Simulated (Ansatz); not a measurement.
**MgS (Fm-3m):H_i (bond centre, by S), thermodynamic levels from a 54-atom cell**

Charge states of H_i (bond centre, by S) in MgS (Fm-3m), set against the band edges. Model: a cell of 54 host atoms with 1 H put in.

Main program and level: Ansatz 0.2.0; place-levels on PBEsol runs: charge-transition levels and formation energies with image-charge correction and potential alignment at the atomic sites.

### 1. The structure

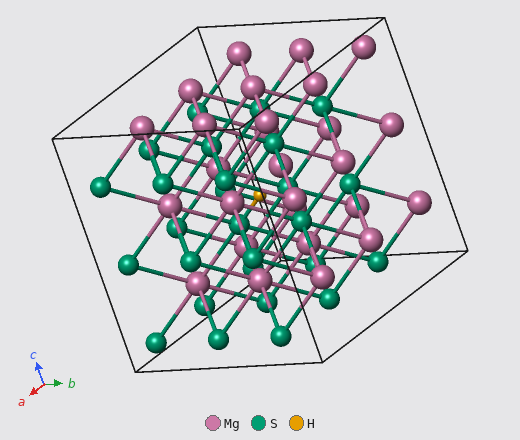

The cell as given, slightly off an axis (magnesium pink, sulfur teal, hydrogen orange).

The cell holds 55 atoms: 27 Mg, 27 S and 1 H. Its edges and angles: a = 10.992 Å, b = 10.992 Å, c = 10.992 Å, α = 60.0°, β = 60.0°, γ = 60.0°. It derives from MgS (space group Fm-3m). Nearest the centre at fractional (0.417, 0.583, 0.583): H55 at 0.00 Å, S28 at 1.30 Å, Mg35 at 1.30 Å, Mg51 at 2.90 Å, Mg47 at 2.90 Å, Mg29 at 2.90 Å, Mg33 at 2.90 Å, S16 at 2.90 Å.

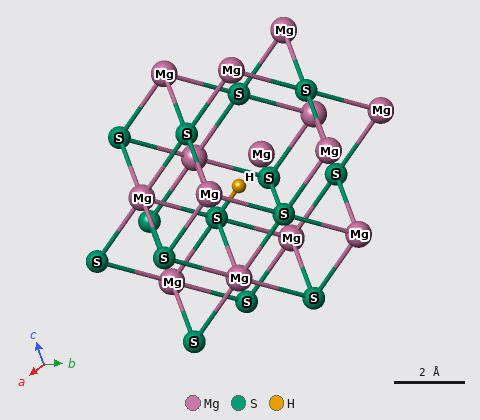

The atoms within 5 Å of the centre.

Coordinates:

```xyz
55
Lattice="0.0000 7.7729 7.7729 7.7729 0.0000 7.7729 7.7729 7.7729 0.0000" Properties=species:S:1:pos:R:3 pbc="T T T"
Mg    0.0000    0.0000    0.0000
S     2.5910    2.5910    2.5910
Mg    2.5910    2.5910    0.0000
S     5.1819    5.1819    2.5910
Mg    5.1819    5.1819    0.0000
S     7.7729    7.7729    2.5910
Mg    2.5910    0.0000    2.5910
S     5.1819    2.5910    5.1819
Mg    5.1819    2.5910    2.5910
S     7.7729    5.1819    5.1819
Mg    7.7729    5.1819    2.5910
S    10.3638    7.7729    5.1819
Mg    5.1819    0.0000    5.1819
S     7.7729    2.5910    7.7729
Mg    7.7729    2.5910    5.1819
S    10.3638    5.1819    7.7729
Mg   10.3638    5.1819    5.1819
S    12.9548    7.7729    7.7729
Mg    0.0000    2.5910    2.5910
S     2.5910    5.1819    5.1819
Mg    2.5910    5.1819    2.5910
S     5.1819    7.7729    5.1819
Mg    5.1819    7.7729    2.5910
S     7.7729   10.3638    5.1819
Mg    2.5910    2.5910    5.1819
S     5.1819    5.1819    7.7729
Mg    5.1819    5.1819    5.1819
S     7.7729    7.7729    7.7729
Mg    7.7729    7.7729    5.1819
S    10.3638   10.3638    7.7729
Mg    5.1819    2.5910    7.7729
S     7.7729    5.1819   10.3638
Mg    7.7729    5.1819    7.7729
S    10.3638    7.7729   10.3638
Mg   10.3638    7.7729    7.7729
S    12.9548   10.3638   10.3638
Mg    0.0000    5.1819    5.1819
S     2.5910    7.7729    7.7729
Mg    2.5910    7.7729    5.1819
S     5.1819   10.3638    7.7729
Mg    5.1819   10.3638    5.1819
S     7.7729   12.9548    7.7729
Mg    2.5910    5.1819    7.7729
S     5.1819    7.7729   10.3638
Mg    5.1819    7.7729    7.7729
S     7.7729   10.3638   10.3638
Mg    7.7729   10.3638    7.7729
S    10.3638   12.9548   10.3638
Mg    5.1819    5.1819   10.3638
S     7.7729    7.7729   12.9548
Mg    7.7729    7.7729   10.3638
S    10.3638   10.3638   12.9548
Mg   10.3638   10.3638   10.3638
S    12.9548   12.9548   12.9548
H     9.0683    7.7729    7.7729
```

Known beforehand: the electronic dielectric constant, 5.53, and the static one, 14.81, from a response run on this crystal (DFPT, PBEsol) at that run's own cell.

The cell's shortest repeat is 11.0 Å.

### 2. The runs of each charge state

A transition level is the Fermi level at which two charge states cost the same, so each charge needs its own total energy, at its own relaxed structure.

Each atom starts 0.05 Å or so off its site in a random direction: a symmetric start keeps its symmetry, and would miss off-centre moves and Jahn–Teller distortions. Forces are taken at one point at (¼, ¼, ¼). The cell holds 1 electron more than the neutral one, with a uniform background that keeps it neutral on the whole.

The sampling was tested on the host first: at the k-points planned (1x1x1 shifted 0.25 0.25 0.25) its energy lies 0.060 eV an atom from the dense-mesh value, so the final energies take a denser sampling.

One of the inputs; charge, spin and start change from state to state.

qm1.relax/input.yaml

```yaml
crystal:
  lattice:
    - [0.0, 2.59095128, 2.59095128]
    - [2.59095128, 0.0, 2.59095128]
    - [2.59095128, 2.59095128, 0.0]
  atoms:
    - { symbol: Mg, position: [0.0, 0.0, 0.0] }
    - { symbol: S, position: [0.5, 0.5, 0.5] }
  supercell: [3, 3, 3]
  defects:
    - { interstitial: { symbol: H, position: [0.416667, 0.583333, 0.583333] } }
total_charge: -1
basis:
  ecutwfc: 420
  xc_grid: 2
hamiltonian:
  xc: pbesol
kpoints:
  mp_grid: { grid: [1, 1, 1], shift: [0.25, 0.25, 0.25] }
scf:
  occupations: { method: fixed }
  max_iter: 100
output:
  forces: true
  charged_corrections: { epsilon: 5.53, static_epsilon: 14.81 }
relax:
  f_tol: 0.02
  max_steps: 80
  random_displacement: { amplitude: 0.05, seed: 3386 }
checkpoint:
  write: "../qm1.relax.run"
  compress: false
  write_wavefunctions: true
  write_every: 100000
```

Command:

```console
$ ansatz run input.yaml --threads 4 --pin off --max-ram 7536MiB --backend cpu --events-out ev --progress --plain --runs-dir out
```

The relaxed structure is kept and the sampling changed to a 2×2×2 shifted mesh.

The run of this state that the levels use, under PBEsol:

qm1.point/input.yaml

```yaml
crystal:
  checkpoint: "../qm1.relax.run"
  host: checkpoint
total_charge: -1
basis:
  ecutwfc: 420
  xc_grid: 2
hamiltonian:
  xc: pbesol
kpoints:
  mp_grid: { grid: [2, 2, 2], shift: [0.5, 0.5, 0.5] }
scf:
  occupations: { method: fermi_dirac, width: 0.01 }
  max_iter: 100
output:
  forces: true
  eigenvalues: true
  charged_corrections:
    epsilon: 5.53
    static_epsilon: 14.81
    defect_position: [0.416667, 0.583333, 0.583333]
  eigenstates: { localisation: true }
  populations: true
  band_densities: [{ bands: [v1, v1] }, { bands: [c1, c1] }]
  write_density: true
  write_potential: true
  volumetric_format: npy
checkpoint:
  read: "../qm1.relax.run"
  write: "../qm1.point.run"
  compress: false
  write_wavefunctions: false
  write_every: 100000
```

Relaxations under PBEsol at one point at (¼, ¼, ¼); times on 4 threads of Arm Neoverse V1, shared host:

```csv
charge,moment (μB),occupations,outcome,steps,largest displacement against the far atoms (Å),time
−1,0,fixed,converged,18,1.72,2.7 min
0,1,fixed,converged,16,1.74,5.6 min
+1,0,fixed,converged,11,1.07,1.7 min
```

Single points under PBEsol at a 2×2×2 shifted mesh; times on 4 threads of Arm Neoverse V1, shared host:

```csv
charge,moment (μB),occupations,outcome,time
−1,0,fermi-dirac,converged,91 s
0,1,fermi-dirac,converged,3.5 min
+1,0,fermi-dirac,converged,85 s
```

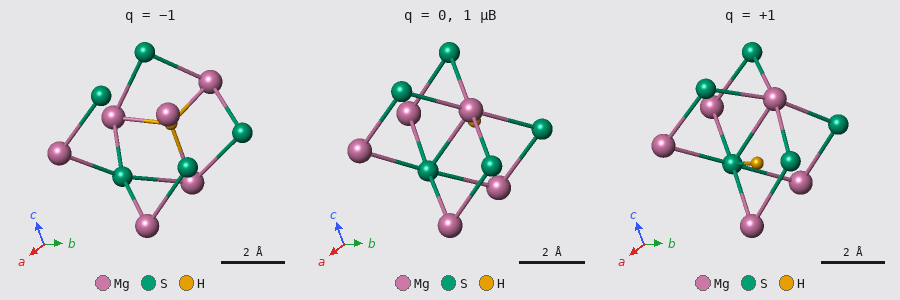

The structures near the centre after relaxation with PBEsol, by charge.

Distances (Å) from H55 to the nearest atoms after relaxation with PBEsol:

```csv
charge,moment (μB),1.,2.,3.,4.,5.,6.
−1,0,Mg 1.91,Mg 2.06,Mg 2.06,Mg 2.06,S 2.45,S 2.45
0,1,Mg 2.13,S 2.27,S 2.27,S 2.27,Mg 2.27,Mg 2.27
+1,0,S 1.43,S 2.05,Mg 2.13,Mg 2.13,Mg 3.01,Mg 3.07
```

### 3. Placing the levels, PBEsol

A charged cell interacts with its images and the background, and its potential has another zero than the host's. place-levels removes the first by a point-charge model, screened by the static dielectric constant since the ions have relaxed around the charge, and the second by comparing potentials at atoms far from the defect.

The host is a run of the defect-free crystal in the same cutoffs, grids and k-points, so that basis and sampling errors cancel in part in the differences. The host is run in a cell of 2 atoms on a matching mesh. Its band edges are searched through the zone by a band path, so the gap is smaller than, or equal to, that on the mesh. Chemical potentials are energies per atom of H (H2 molecule), run with the same functional and cutoff.

levels.point.yaml

```yaml
host:
  run: host.point.run
states: [qm1.point.run, q0_M1.point.run, qp1.point.run]
geometry_from:
  qm1.point.run: qm1.relax.run
  q0_M1.point.run: q0_M1.relax.run
  qp1.point.run: qp1.relax.run
chemical_potentials:
  H:
    energy: -15.609288
    dataset: "<sha256 of the dataset>"
epsilon: 5.53
static_epsilon: 14.81
vertical:
  - { from: qm1.point.run, to: qm1.point_neutral.run }
  - { from: qp1.point.run, to: qp1.point_neutral.run }
```

Command:

```console
$ ansatz place-levels levels.point.yaml -- --threads 4 --pin off --max-ram 7536MiB
```

Numbers of over 12 decimals in the logs are rounded to 6 here.

The log of the run:

```text
[... repeated set-up lines and file paths are left out, and long positions are rounded to six places ...]
(+1/0) 2.472 eV above the valence edge, 0.255 eV under the conduction edge; not on the lower envelope
(0/-1) 1.915 eV above the valence edge, 0.812 eV under the conduction edge; not on the lower envelope
(+1/-1) 2.193 eV above the valence edge, 0.533 eV under the conduction edge: charges between them are lowest nowhere
formation energy of charge +1: +0.066 eV with the Fermi level at the valence edge
formation energy of charge 0: +2.538 eV with the Fermi level at the valence edge
formation energy of charge -1: +4.453 eV with the Fermi level at the valence edge
vertical -1 to 0: no energy, since no alignment is typed
  the change from vertical[0].from (qm1.point.run) to vertical[0].to (qm1.point_neutral.run): by its potential at epsilon 5.53 it stands at 0.204 0.534 0.534, with an rms radius of about 1.7 Å (1.0 1.0 1.0 Å across the planes of the cell's vectors); [...]
vertical +1 to 0: no energy, since no alignment is typed
  the change from vertical[1].from (qp1.point.run) to vertical[1].to (qp1.point_neutral.run): by its potential at epsilon 5.53 it stands at 0.497 0.535 0.502, with an rms radius of about 4.7 Å (2.4 3.3 2.4 Å across the planes of the cell's vectors); [...]
  edges by pbesol, gap 2.727 eV; the host is sampled to repeats of 21.98 Å
  the defect's cells are sampled to repeats of 21.98 Å, like sampling
  charge +1: -75619.8048 eV with its correction of +0.173 eV, at epsilon 14.81, aligned at sites: +0.0298 eV, mean over 10 atomic sites at or beyond 5.50 Å from the defect at [0.4167, 0.5833, 0.5833], with +0.000000 for the charge's moments and without [...]
  charge 0: +0.000 eV for its dipole among its images, +0.000 omitted
  charge -1: -75602.4618 eV with its correction of +0.113 eV, at epsilon 14.81, aligned at sites: +0.0303 eV, mean over 10 atomic sites at or beyond 5.50 Å from the defect at [0.4167, 0.5833, 0.5833], with +0.000000 for the charge's moments and without [...]
  of states[2] (qp1.point.run): it parts from the run at its places by a charge that spreads by about 3.3 Å along one vector (1.6 Å or more is wide), by its potential at epsilon 5.53, taken for that of held ions (one typed too small widens it), where the cell [...]
  of states[1] (q0_M1.point.run): its alignment with the host at atomic sites is doubtful: the cell is too small to show whether the defect's potential has decayed: take a larger one
  of states[0] (qm1.point.run): its alignment with the host at atomic sites is doubtful: the cell is too small to show whether the defect's potential has decayed: take a larger one; [...]
  of vertical[0].from (qm1.point.run): its displacements don't fall off away from the defect: farther atoms stand 0.035 Å off the host's places. [...]
  of vertical[0].to (qm1.point_neutral.run): its displacements don't fall off away from the defect: farther atoms stand 0.035 Å off the host's places. [...]
  of vertical[1].from (qp1.point.run): it parts from the run at its places by a charge that spreads by about 3.3 Å along one vector (1.6 Å or more is wide), by its potential at epsilon 5.53, taken for that of held ions (one typed too small widens it), where [...]
  vertical[1].to (qp1.point_neutral.run): levels filled in part (TS 0.002 eV): its energy is of no whole electron's
  of vertical[1].to (qp1.point_neutral.run): its moments are held at its close (magnetization.spin_locking), by a field of 0.184 eV a Bohr magneton, and its energy and levels are of the state that this holds: a run that lets them go can end lower
```

The job ended after 0.3 s (4 threads of Arm Neoverse V1, shared host).

Levels between the charges placed, in eV above the valence top:

```csv
,gap (eV),(+1/0),(0/−1)
PBEsol,2.73,2.47,1.92
```

Corrections by state:

```csv
charge,moment (μB),image terms and alignment (eV),band filling (eV),ε used,"over the lowest of its charge, as the program ranks them, band filling apart (eV)"
+1,0.0,0.173,-,14.81,0.000
0,1.0,0.000,-,-,0.000
−1,0.0,0.113,-,14.81,0.000
```

The charged structures listed were also run neutral, and place-levels reads from each pair, by the potential or the spins, how wide the charge is by which they differ; that can be the carrier of either run.

```csv
charge,rms radius (Å),spread where it is widest against the cell (Å),wide from (Å),reading
+1,4.7,3.31,1.55,wide
−1,1.7,1.01,1.55,narrow
```

The neutral runs of these pairs need not share the spin of the lowest neutral state, and very wide values only mean spread over the cell.

From the program's caveats on the states, each cut to its opening words:

- charge +1: it parts from the run at its places by a charge that spreads by about 3.3 Å along one vector (1.6 Å or more is wide), by its potential at epsilon 5.53, taken [...]
- charge +1, 0 (1 μB), −1: its alignment with the host at atomic sites is doubtful: the cell is too small to show whether the defect's potential has decayed: take a larger one
- charge +1: the far atoms show a dipole or second moment of the defect's charge, for which the correction takes or leaves out 0.089 eV: further moments aren't read, and [...]
- charge −1: the far atoms show a dipole or second moment of the defect's charge, for which the correction takes or leaves out 0.194 eV: further moments aren't read, and [...]
- charge −1: its displacements don't fall off away from the defect: farther atoms stand 0.035 Å off the host's places

The host's formation energy from the elements is -1.493 eV per atom; it sets how far the chemical potentials can move.

Limit set by the element alone; other compounds of these elements are not counted. Chemical potentials from the elements' reference states: Mg 0.00 eV, S -2.99 eV, H 0.00 eV. Formation energy by charge state (Mg-rich; gap 2.73 eV):

```csv
charge,at valence top (eV),at conduction bottom (eV),correction included (eV)
+1,0.07,2.79,0.17
0,2.54,2.54,0.00
−1,4.45,1.73,0.11
```

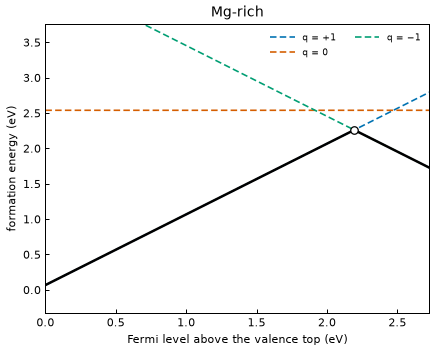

Formation energy against Fermi level; the thick line follows the lowest charge state and circles mark the transition levels.

Limit set by the element alone; other compounds of these elements are not counted. Chemical potentials from the elements' reference states: S 0.00 eV, Mg -2.99 eV, H 0.00 eV. Formation energies (S-rich), with the Fermi level at the valence top and at the conduction bottom (gap 2.73 eV):

```csv
charge,at valence top (eV),at conduction bottom (eV),correction included (eV)
+1,0.07,2.79,0.17
0,2.54,2.54,0.00
−1,4.45,1.73,0.11
```

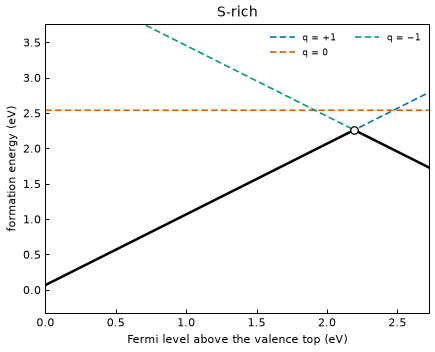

Formation energy against Fermi level; the thick line follows the lowest charge state and circles mark the transition levels.

Charge transition levels, in eV, zero at the valence-band top of the host:

```csv
,conduction bottom,valence top
"H_i (bond centre, by S)",2.73,0.00
```

```csv
,level,energy (eV)
"H_i (bond centre, by S)",(+1/−1),2.19
```

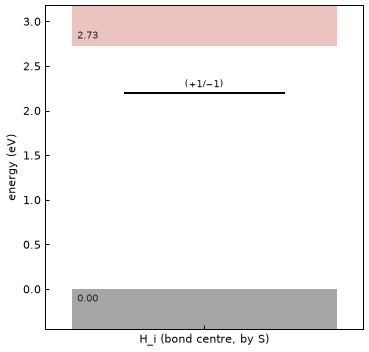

Charge transition levels. Shaded: valence and conduction bands.

### 4. A changed set-up

The levels are placed again with one choice changed, to see how much they rest on it.

levels.try0.yaml is levels.point.yaml with these lines changed:

```diff
-epsilon: 5.53
-static_epsilon: 14.81
+epsilon: 500.0
+static_epsilon: 500.0
```

Command:

```console
$ ansatz place-levels levels.try0.yaml -- --threads 4 --pin off --max-ram 7536MiB
```

The log of the run:

```text
[...]
formation energy of charge +1: -0.024 eV with the Fermi level at the valence edge
formation energy of charge 0: +2.538 eV with the Fermi level at the valence edge
formation energy of charge -1: +4.363 eV with the Fermi level at the valence edge
vertical -1 to 0: no energy, since no alignment is typed
vertical +1 to 0: no energy, since no alignment is typed
  edges by pbesol, gap 2.727 eV; the host is sampled to repeats of 21.98 Å
[... the lines on each state left out ...]
```

The change: a very large dielectric constant, which removes the point-charge term and changes the alignment.

Levels in eV above the valence top; the changed ones are not the defect's:

```csv
,gap (eV),(+1/0),(0/−1)
changed,2.73,2.56,1.82
as set up,2.73,2.47,1.92
```

The largest shift is 0.09 eV.

### 5. Results

| Item | Value |
| --- | --- |
| gap of the host | 2.73 eV (PBEsol) |
| level (plus 1/0) | 2.47 eV above the valence top, not a change between lowest states |
| level (0/minus 1) | 1.92 eV above the valence top, not a change between lowest states |
| level (plus 1/minus 1) | 2.19 eV above the valence top |
| lowest of the charges placed, just above the valence top (0.02 eV) | +1 |
| lowest of the charges placed, just below the conduction bottom (0.02 eV) | −1 |
| lowest formation energy at mid-gap of the charges run, Mg-rich | 1.43 eV |
| lowest formation energy at mid-gap of the charges run, S-rich | 1.43 eV |

Of the charges placed (−1, 0 and +1), the lowest changes at 2.19 eV (+1/−1) above the valence top, in a gap of 2.73 eV. (+1/−1) passes over charge 0, which lies 0.28 eV above the two there; a lower structure or spin state of it, if missed, would change that. Charges above +1 and below −1 were not placed, so these runs say nothing of levels that involve them. States placed: +1 at 0 μB; 0 at 1 μB; −1 at 0 μB. Other spin states or structures, where not listed, weren't placed. At charge −1, 0 and +1 the atom put in ends up to 1.7 Å from its starting place, so the name tells the start alone and the levels can join different sites. H is taken at its element; compounds, which aren't counted here, bound the chemical potentials and would shift these formation energies. The program doubts the alignment of potentials for at least one state, a sign that the cell is small. Limits: PBEsol makes the gap too small and tends to spread out bound carriers; force components of up to 0.12 eV/Å remain in a run at the final settings.

[Logs are printed without paths, hosts, clocks, repeated set-up lines and the standing remarks that a program may print on its own settings, such as how far it seeks lower states.]

[Hosts, paths, dates, database ids (printed as entryN), source tags and the programs' standing remarks are cut or masked in the printed files.]

[Where a table of states has a column of steps, it counts the stored structures, which are thinned; the runs took as many ionic steps or more.]

[A defect's name tells the site on which it was built; relaxed atoms can leave that site.]

[For some hosts the program warned that the k-mesh of the response run may be too coarse for force constants and the static dielectric constant; such warnings are not shown here.]
